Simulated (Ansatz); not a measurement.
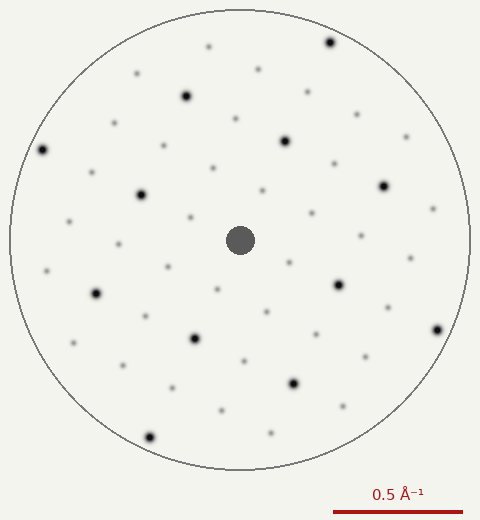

Simulated LEED pattern at 180 eV and normal incidence, from the upper face of a slab model. Spot positions follow from the surface net; brightness is a rough single-scattering estimate from the outer layers, good only for telling present from absent.

### Find the real-space surface cell from the pattern.

The spots form a square reciprocal net with shortest vectors 0.211 and 0.211 Å⁻¹ at 90.0°. The primitive real-space mesh has edges 4.75 and 4.75 Å at 90.0° (or its supplement) and area 22.6 Å².

The slab has composition Ga3N (4 atoms a cell, 0.0 Å thick). Structure: the geometry relaxed with Ansatz 0.2.0, DFT PBE, scalar-relativistic, plane waves, PAW; the starting structure was generated, so it need not be a known form of this composition.

### Which atoms form the outermost layer?

The highest atoms of the upper face (within 0.6 Å of the top) are Ga, N; the spot positions alone do not show this.
